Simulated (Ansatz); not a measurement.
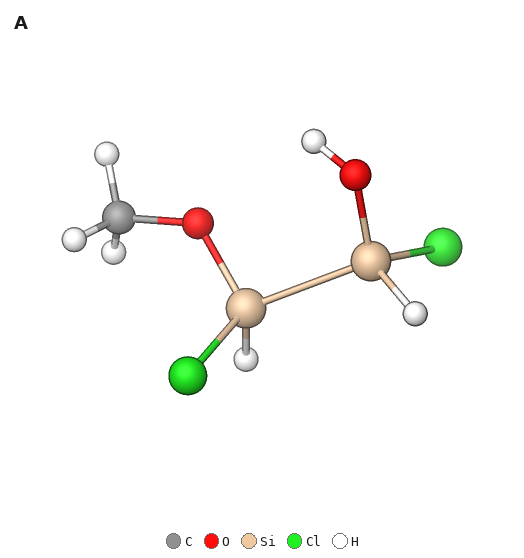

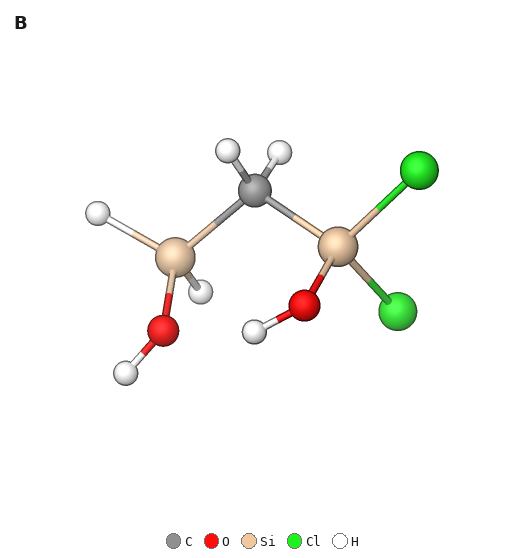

2 stationary structures of one formula. Geometries: PBE0-D4/def2-TZVP. Electronic energies: ωB97M-V/def2-TZVPP (Ansatz 0.2.0), without zero-point energy. No frequency run is at hand to confirm each as a minimum. Each is one conformer, not always the lowest.

Question: How are they related?

Answer: They are constitutional isomers of CH6Cl2O2Si2: A `CO[Si@H](Cl)[Si@H](O)Cl`, B `O[SiH2]C[Si](O)(Cl)Cl`.

Question: Which is lowest in energy, and by how much?

Answer: B is lowest; A lies 1.471 eV above it.
